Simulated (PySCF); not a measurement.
# CoSI: quintet, from a PBE0 minimum start

The task is one start of a wider search on CoSI: the quintet, from a PBE0 minimum start. It is relaxed, tested by its Hessian and followed downhill if it is a saddle.

Method: PBE0, basis Co def2-SVP, S def2-SVP, I def2-SVP with ECP28, scalar-relativistic core potentials, no spin–orbit coupling, density fitting; program: PySCF 2.14.0.

## Step 1: The starting structure

3 atoms, charge 0, spin multiplicity 5.

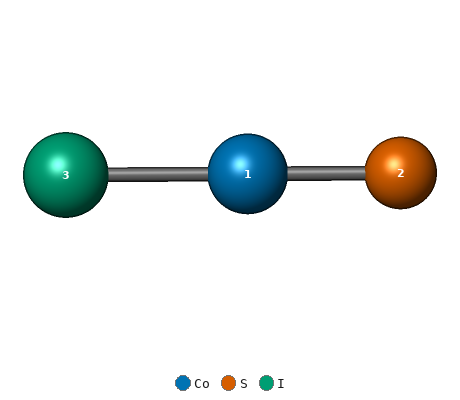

Start geometry, drawn with cobalt blue, sulfur orange, iodine teal; atoms are numbered from 1 in the order of the file.

```xyz
3
charge 0 multiplicity 5
Co   -1.1290    0.0000   -0.0944
S    -3.1966    0.0000   -0.2672
I     1.3296    0.0000    0.1112
```

## Step 2: Finding the electronic state

One driver script runs all steps and calls PySCF; scf.py shows how it sets up the SCF of each step. The optimiser is the driver's own. After this first run the driver tries any further starts and a stability analysis.

The input, scf.py:

```python
from pyscf import gto, scf, dft
mol = gto.M(atom='''
Co    -1.128962     0.000000    -0.094381
S     -3.196565     0.000000    -0.267232
I      1.329616    -0.000000     0.111156''',
    basis={'Co': 'def2-SVP', 'S': 'def2-SVP', 'I': 'def2-SVP'},
    ecp={'I': 'def2-SVP'},
    charge=0, spin=4)
mf = dft.UKS(mol, xc='PBE0')
mf.grids.atom_grid = (50, 194)
aux = {'Co': 'def2-universal-JKFIT', 'S': 'def2-universal-JKFIT', 'I': 'def2-universal-JKFIT'}
mf = mf.density_fit(auxbasis=aux)
mf.conv_tol = 1e-08
mf.diis_space = 10
mf.max_cycle = 60
mf.init_guess = 'minao'
mf.verbose = 4
mf.kernel()
```

On the command line:

```bash
OMP_NUM_THREADS=2 python axn.py task.json out
```

The program printed, shortened:

```text
[... the frontier levels of the middle cycles are left out ...]
init E= -2045.97253584943
[... the frontier-level lines of each cycle are left out ...]
cycle= 1 E= -2051.3077711326  delta_E= -5.34  |g|= 4.58  |ddm|= 7.47
cycle= 2 E= -1944.01722368215  delta_E=  107  |g|= 6.81  |ddm|= 16.6
cycle= 3 E= -2063.18377147952  delta_E= -119  |g|=  4.2  |ddm|= 15.9
cycle= 4 E= -2055.03590617169  delta_E= 8.15  |g|= 4.54  |ddm|= 12.8
cycle= 5 E= -2076.59785525197  delta_E= -21.6  |g|= 1.76  |ddm|=   12
cycle= 6 E= -2071.84705406593  delta_E= 4.75  |g|= 3.44  |ddm|= 3.99
cycle= 7 E= -2072.07630210239  delta_E= -0.229  |g|= 3.38  |ddm|= 0.171
cycle= 8 E= -2072.08732302688  delta_E= -0.011  |g|= 3.37  |ddm|= 0.0369
cycle= 9 E= -2071.90968659074  delta_E= 0.178  |g|= 3.42  |ddm|= 0.201
cycle= 10 E= -2072.29888813942  delta_E= -0.389  |g|= 3.32  |ddm|= 0.472
cycle= 11 E= -2073.68073486561  delta_E= -1.38  |g|= 2.99  |ddm|= 1.17
cycle= 12 E= -2076.33437276579  delta_E= -2.65  |g|=  1.9  |ddm|= 2.83
cycle= 13 E= -2073.73751049741  delta_E=  2.6  |g|= 2.22  |ddm|= 3.27
cycle= 14 E= -2074.07624909578  delta_E= -0.339  |g|=    2  |ddm|=  3.9
[... 21 cycles left out ...]
cycle= 36 E= -2078.03574325343  delta_E= -3.22e-05  |g|= 0.00178  |ddm|= 0.0156
cycle= 37 E= -2078.03579960225  delta_E= -5.63e-05  |g|= 0.00339  |ddm|= 0.0398
cycle= 38 E= -2078.03582631475  delta_E= -2.67e-05  |g|= 0.00299  |ddm|= 0.036
cycle= 39 E= -2078.03583126672  delta_E= -4.95e-06  |g|= 0.000479  |ddm|= 0.00476
cycle= 40 E= -2078.03583256291  delta_E= -1.3e-06  |g|= 0.000497  |ddm|= 0.00649
cycle= 41 E= -2078.0358331728  delta_E= -6.1e-07  |g|= 0.000163  |ddm|= 0.00236
cycle= 42 E= -2078.03583345969  delta_E= -2.87e-07  |g|= 0.000153  |ddm|= 0.00141
cycle= 43 E= -2078.03583389734  delta_E= -4.38e-07  |g|= 0.000177  |ddm|= 0.00229
cycle= 44 E= -2078.03583442343  delta_E= -5.26e-07  |g|= 0.000127  |ddm|= 0.00323
cycle= 45 E= -2078.03583551258  delta_E= -1.09e-06  |g|= 7.3e-05  |ddm|= 0.00963
cycle= 46 E= -2078.03583576083  delta_E= -2.48e-07  |g|= 5.28e-05  |ddm|= 0.00446
cycle= 47 E= -2078.0358358423  delta_E= -8.15e-08  |g|= 3.62e-05  |ddm|= 0.00265
cycle= 48 E= -2078.03583587438  delta_E= -3.21e-08  |g|= 2.68e-05  |ddm|= 0.00167
cycle= 49 E= -2078.03583588308  delta_E= -8.7e-09  |g|= 1.24e-05  |ddm|= 0.000757
Extra cycle  E= -2078.03583588294  delta_E= 1.4e-10  |g|= 4.02e-05  |ddm|= 5.51e-05
converged SCF energy = -2078.03583588294  <S^2> = 6.0147244  2S+1 = 5.0058863
```

This step, with its further starts and checks, took 44 s on 2 threads of Arm Neoverse N1, shared host.

The starts that the driver tried:

```tsv
start	energy (Eh)
the minimal-basis guess	-2078.035836
a thermally smeared density	-2077.995491
a smeared PBE density	-2078.035813
```

This is not the lowest solution: one lies 0.1 kJ/mol lower, at -2078.03589 Eh, and the relaxation starts from that.

## Step 3: Relaxing the quintet from the PBE0 minimum start

The program finds C∞v symmetry in the start, which this walk keeps. Threshold on the gradient: 0.0003 Eh/bohr, with a further test on the energy change.

scf.py, as its differences from that of step 2:

```diff
@@ -5 +5 @@
-I      1.329616    -0.000000     0.111156''',
+I      1.329616     0.000000     0.111156''',
@@ -16 +15,0 @@
-mf.init_guess = 'minao'
```

Energy and gradient, step by step:

```tsv
step	energy (Eh)	change (kJ/mol)	largest symmetric gradient (Eh/bohr)
0	-2078.035886	0.00	0.01263
1	-2078.036307	-1.10	0.00455
2	-2078.036366	-1.26	0.00054
3	-2078.036366	-1.26	0.00007
```

The walk took 21 s.

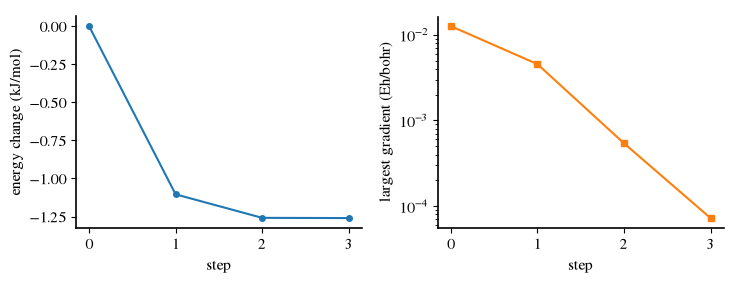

Energy and largest gradient along the walk.

After 3 steps and 1.3 kJ/mol it ends at C∞v: Co–I 2.465 Å, Co–S 2.036 Å; I–Co–S 180.0°.

## Step 4: Hessian and properties

The point is checked on the finer grid, and tightened if its gradient asks for it. The Hessian and the dipole derivatives come from central differences of analytic gradients, with steps of 0.02 bohr.

scf.py, as its differences from that of step 3:

```diff
@@ -3,3 +3,3 @@
-Co    -1.128962     0.000000    -0.094381
-S     -3.196565     0.000000    -0.267232
-I      1.329616     0.000000     0.111156''',
+Co    -1.133103     0.000000    -0.094727
+S     -3.162310     0.000000    -0.264369
+I      1.322810     0.000000     0.110587''',
@@ -10 +10 @@
-mf.grids.atom_grid = (50, 194)
+mf.grids.atom_grid = (75, 302)
@@ -13 +13 @@
-mf.conv_tol = 1e-08
+mf.conv_tol = 1e-10
```

This SCF starts from the last density.

Log of the central SCF (cycles and frontier levels):

```text
init E= -2078.036420843
[... the frontier-level lines of each cycle are left out ...]
cycle= 1 E= -2078.03642084116  delta_E= 1.83e-09  |g|= 6.99e-05  |ddm|= 5.73e-05
cycle= 2 E= -2078.03642079391  delta_E= 4.73e-08  |g|= 0.000353  |ddm|= 0.000281
cycle= 3 E= -2078.03642084315  delta_E= -4.92e-08  |g|= 2.55e-06  |ddm|= 0.000234
cycle= 4 E= -2078.03642084316  delta_E= -1.09e-11  |g|= 2.28e-06  |ddm|= 4.77e-06
Extra cycle  E= -2078.03642084321  delta_E= -5.37e-11  |g|= 2.42e-06  |ddm|= 1.15e-05
converged SCF energy = -2078.03642084321  <S^2> = 6.0150293  2S+1 = 5.0060081
```

The whole step took 75 s.

Geometry: C∞v; Co–I 2.464 Å, Co–S 2.036 Å; I–Co–S 180.0°.

Harmonic modes (main isotopes):

```
ω (cm⁻¹)  IR (km/mol)     type
      48         12.1     bend
      48         12.1     bend
     223         15.6  stretch
     509         19.8  stretch
```

Every mode is real; the point is a minimum.

The SCF density has lower symmetry than the nuclear frame, so the modes carry no labels; pairs that should be degenerate can split.

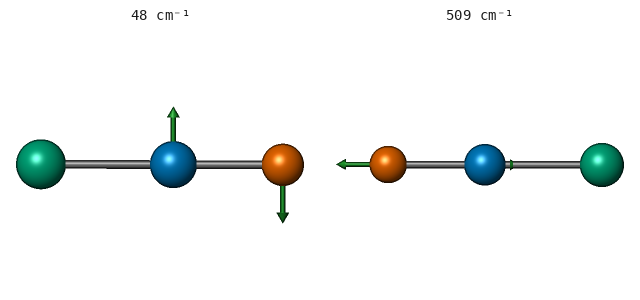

How the atoms move in 2 of the modes.

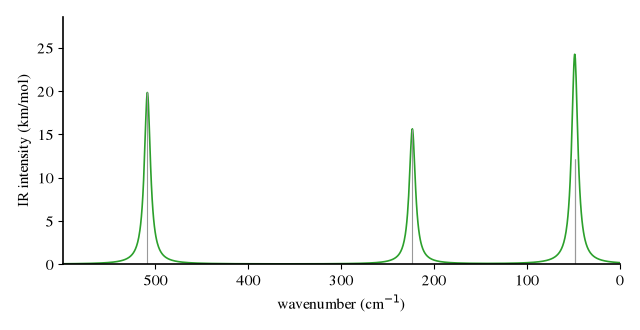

The harmonic infrared spectrum (widths in cm⁻¹). Lines are broadened to a width of 8 cm⁻¹ (Lorentzian).

Properties at this point:

* Dipole moment: 0.81 D
* Highest occupied level: -7.44 eV
* Lowest empty level: -4.24 eV
* Rotational constants: 0.02711 cm⁻¹
* Zero-point energy: 5.0 kJ/mol
* Principal polarisabilities: 37.7, 37.7, 147.4 bohr³
* Atomisation energy without zero-point energy: 584 kJ/mol
* Principal traceless quadrupole moments about the centre of mass: -8.42, 4.21, 4.21 D Å
* Entropy at 298.15 K and 1 bar (electronic part: spin only): 323.7 J/(mol K)
* Heat capacity Cp at 298.15 K: 58.4 J/(mol K)
* Enthalpy at 298.15 K above 0 K: 15.03 kJ/mol
* Rotational symmetry number: 1
* Spin squared ⟨S²⟩: 6.015

Populations by atom (charges in e):

| atom | Mulliken | Löwdin | polar tensor | spin (Mulliken) | Mayer order to Co1 |
| --- | --- | --- | --- | --- | --- |
| Co1 | 0.48 | 0.26 | 0.87 | 2.78 | – |
| S2 | -0.19 | -0.06 | -0.29 | 1.13 | 1.86 |
| I3 | -0.29 | -0.20 | -0.58 | 0.09 | 1.06 |

Mulliken populations on Co1: s 6.56, p 12.61, d 7.34, f 0.00.

## Step 5: What came out

| quantity | value |
| --- | --- |
| minimum | quintet, C∞v |
| geometry | Co–I 2.464 Å, Co–S 2.036 Å; I–Co–S 180.0° |
| wavenumbers (cm⁻¹) | 48, 48, 223, 509 |
| dipole moment | 0.81 D |
| highest occupied, lowest empty level (either spin) | -7.44, -4.24 eV |
| polar-tensor charge of Co1 | +0.87 e |
| zero-point energy | 5.0 kJ/mol |
| entropy at 298.15 K | 323.7 J/(mol K) |
| atomisation energy (no zero-point energy) | 584 kJ/mol |
| ⟨S²⟩ | 6.015 |

What this shows: The PBE0 minimum start keeps its C∞v symmetry and ends in a minimum. The strongest infrared band lies at 48 cm⁻¹ (bend). Most of the spin sits on Co1 (Mulliken spin 2.78, against 4 for the whole molecule). Other starts or spin states, not run here, may lie lower. The SCF density has lower symmetry than the nuclear frame. One determinant may miss the lowest occupation of an open d or f shell. Spin–orbit coupling, left out here, can matter for elements this heavy.

The search up to here took 2.3 min.
